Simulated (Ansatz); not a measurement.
# doublet [SiH2]+ at 6 levels

Wanted: a comparison of 6 runs (UHF/3-21G, UHF/cc-pVDZ, U-r2SCAN0/cc-pVDZ, U-wB97M-V/cc-pVDZ, UBCCD(T)/3-21G, UCCSDT/3-21G) of doublet [SiH2]+. 

The calculation is run with Ansatz 0.2.0.

61 further runs of the same task are left out: 61 set aside as unsound or not needed.

## 1. The molecule

[SiH2]+: 3 atoms, total charge +1, spin state doublet. SMILES of the parent species: `[SiH2]`. Geometry: relaxed at PBE0-D4/def2-TZVP. That shape belongs to the parent species and isn't relaxed for this state.

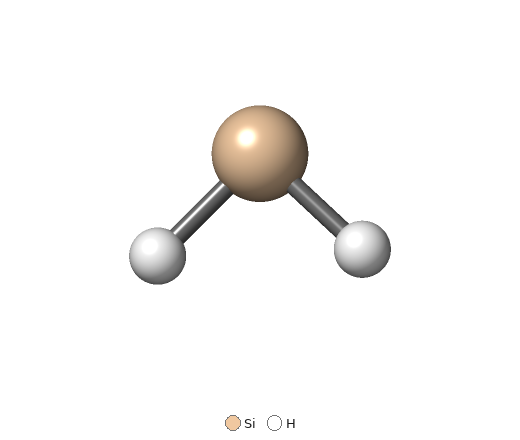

Viewed from a chosen angle; silicon light orange, hydrogen white.

## 2. The energy at UHF/3-21G (run 1)

molecule.yaml reads:

```yaml
crystal:
  periodic: [false, false, false]
  atoms:
    - {symbol: Si, position_ang: [-0.491200, 0.468600, -0.213600]}
    - {symbol: H, position_ang: [0.840300, 0.578600, 0.522500]}
    - {symbol: H, position_ang: [-0.349100, -1.047200, -0.308900]}
basis:
  gaussian: {orbitals: 3-21G.json}
total_charge: 1
magnetization: {spin_polarized: true, initial_magnetization: 1}
hamiltonian: {xc: hf}
accuracy: high
```

The basis set 3-21G is read from a file made from the Basis Set Exchange's data (not shown).

Command:

```console
$ ansatz run molecule.yaml --threads 1 --pin off --max-ram 2610MiB --events-out events.jsonl --progress --plain --runs-dir runs
```

Output:

```text
Warning: RAYON_NUM_THREADS=1 ignored (pool sized by the plan → 1); use --threads N
Functional definition: HF
  name "HF"
  exchange = exact_x
  correlation = 0
329 factors; integrals over basis functions are off by at most 4.0e-9 eV
mean field evaluation 1: about -7841.1953 eV, gradient 5.3e0 eV
mean field evaluation 2: about -7841.1956 eV, gradient 5.3e0 eV
mean field evaluation 4: about -7841.5660 eV, gradient 4.7e-1 eV
mean field evaluation 8: about -7841.5718 eV, gradient 5.5e-3 eV
mean field -7841.57176333 eV, -288.1724470943 hartree, gradient 3.8e-8 eV, S^2 0.753177; 0 other end points of the search recorded, 0 dependent functions left out
reference -7841.57176333 eV, -288.1724470943 hartree; 8, 7 occupied and 9, 10 virtual orbitals, 329 factors
Total energy: -7841.57176333 eV, -288.1724470943 hartree
```

It took 0.12 s on 1 thread of Arm Neoverse V1, shared host.

## 3. The energy at UHF/cc-pVDZ (run 2)

job.yaml reads:

```yaml
crystal:
  periodic: [false, false, false]
  atoms:
    - {symbol: Si, position_ang: [-0.491200, 0.468600, -0.213600]}
    - {symbol: H, position_ang: [0.840300, 0.578600, 0.522500]}
    - {symbol: H, position_ang: [-0.349100, -1.047200, -0.308900]}
basis:
  gaussian: {orbitals: cc-pVDZ}
total_charge: 1
magnetization: {spin_polarized: true, initial_magnetization: 1}
hamiltonian: {xc: hf}
accuracy: high
```

Command:

```console
$ ansatz run job.yaml --threads 1 --pin off --max-ram 2610MiB --events-out events.jsonl --progress --plain --runs-dir runs
```

Output:

```text
Warning: RAYON_NUM_THREADS=1 ignored (pool sized by the plan → 1); use --threads N
[... 4 set-up lines as earlier in the session ...]
554 factors; integrals over basis functions are off by at most 3.2e-9 eV
mean field evaluation 1: about -7882.7632 eV, gradient 6.8e0 eV
mean field evaluation 2: about -7882.7653 eV, gradient 6.8e0 eV
mean field evaluation 4: about -7883.3580 eV, gradient 6.9e-1 eV
mean field evaluation 8: about -7883.3674 eV, gradient 1.2e-3 eV
mean field -7883.36739160 eV, -289.7084081031 hartree, gradient 2.7e-8 eV, S^2 0.758864; 0 other end points of the search recorded, 0 dependent functions left out
reference -7883.36739160 eV, -289.7084081031 hartree; 8, 7 occupied and 20, 21 virtual orbitals, 554 factors
Total energy: -7883.36739160 eV, -289.7084081031 hartree
```

Run time: 0.22 s. Hardware: 1 thread of Arm Neoverse V1, shared host.

## 4. The energy at U-r2SCAN0/cc-pVDZ (run 3)

input.yaml reads:

```yaml
crystal:
  periodic: [false, false, false]
  atoms:
    - symbol: Si
      position_ang: [-0.491200, 0.468600, -0.213600]
    - symbol: H
      position_ang: [0.840300, 0.578600, 0.522500]
    - symbol: H
      position_ang: [-0.349100, -1.047200, -0.308900]
basis:
  gaussian:
    orbitals: cc-pVDZ
total_charge: 1
magnetization:
  spin_polarized: true
  initial_magnetization: 1
hamiltonian:
  xc: {name: r2SCAN0}
accuracy: high
```

Command:

```console
$ ansatz run input.yaml --threads 1 --pin off --max-ram 2610MiB --events-out events.jsonl --progress --plain --runs-dir runs
```

Output:

```text
Warning: RAYON_NUM_THREADS=1 ignored (pool sized by the plan → 1); use --threads N
Functional definition: r2SCAN0
  name "r2SCAN0"
  parameter a = 0.25
  parameter k0 = 0.174
  parameter k1 = 0.065
  parameter a1 = 4.9479
  exchange = (1 - a)*r2scan_x(k0 = k0, k1 = k1, a1 = a1) + a*exact_x
  correlation = r2scan_c
554 factors; integrals over basis functions are off by at most 3.2e-9 eV
mean field evaluation 1: about -7896.7682 eV, gradient 8.0e0 eV
mean field evaluation 2: about -7897.2616 eV, gradient 3.9e0 eV
mean field evaluation 4: about -7897.4221 eV, gradient 1.2e-1 eV
mean field evaluation 8: about -7897.4116 eV, gradient 1.6e-3 eV
mean field evaluation 16: about -7897.4116 eV, gradient 5.9e-7 eV
mean field -7897.41155925 eV, -290.2245217445 hartree, gradient 1.8e-8 eV, S^2 0.754426; 0 other end points of the search recorded, 0 dependent functions left out
reference -7897.41156066 eV, -290.2245217965 hartree; 8, 7 occupied and 20, 21 virtual orbitals, 554 factors
Total energy: -7897.41156066 eV, -290.2245217965 hartree
```

Wall time 3.3 s (1 thread of Arm Neoverse V1, shared host); peak memory 0.16 GiB.

Runs 4 to 5 aren't shown in full; the table further down has their settings and results.

## 5. The energy at UCCSDT/3-21G (run 6)

Changes to molecule.yaml since step 2:

```diff
@@ -10,3 +10,4 @@
 magnetization: {spin_polarized: true, initial_magnetization: 1}
-hamiltonian: {xc: hf}
+correlation: {method: ccsdt, frozen_orbitals: {H: 0, Si: 5}}
 accuracy: high
+scf: {omitted_lower_state_checks: [cluster_reference, increment]}
```

The basis set 3-21G is read from a file made from the Basis Set Exchange's data (not shown).

Command:

```console
$ ansatz run molecule.yaml --threads 1 --pin off --max-ram 2610MiB --events-out events.jsonl --progress --plain --runs-dir runs
```

Output:

```text
Warning: RAYON_NUM_THREADS=1 ignored (pool sized by the plan → 1); use --threads N
[... 11 lines left out ...]
5 core orbitals not correlated: weight in the atoms' cores, before any rotation towards them, 1.000 or more for the frozen orbitals, at most 0.000 for the correlated occupied ones
[... 23 lines left out ...]
Total energy: -7843.05007815 eV, -288.2267741617 hartree
Checks for a lower state left out: cluster_reference, increment
```

Run time: 0.77 s. Hardware: 1 thread of Arm Neoverse V1, shared host.

## 6. The series

| run | level | frozen core orbitals | energy (Eh) | ⟨S²⟩ | wall time |
| --- | --- | --- | --- | --- | --- |
| 1 | UHF/3-21G | – | -288.172447 | 0.753 | 0.12 s |
| 2 | UHF/cc-pVDZ | – | -289.708408 | 0.759 | 0.22 s |
| 3 | U-r2SCAN0/cc-pVDZ | – | -290.224522 | 0.754 | 3.3 s |
| 4 | U-wB97M-V/cc-pVDZ | – | -290.231992 | 0.752 | 12 s |
| 5 | UBCCD(T)/3-21G | 5 | -288.226408 | 0.753 | 0.38 s |
| 6 | UCCSDT/3-21G | 5 | -288.226774 | 0.753 | 0.77 s |

## 7. What came out

```
                                          quantity          value
                               run 6: total energy  -288.22677 Eh
run 6: correlation energy (5 core orbitals frozen)      -54.3 mEh
          run 6: ⟨S²⟩ of the reference determinant          0.753
                              run 6: T1 diagnostic          0.012
```

In words: Below the UHF energy at the same shape and in the same basis (3-21G): UBCCD(T) -54.0 mEh; UCCSDT -54.3 mEh. Totals of different functionals can't be ranked against each other. All runs together took 17 s, the longest 12 s.
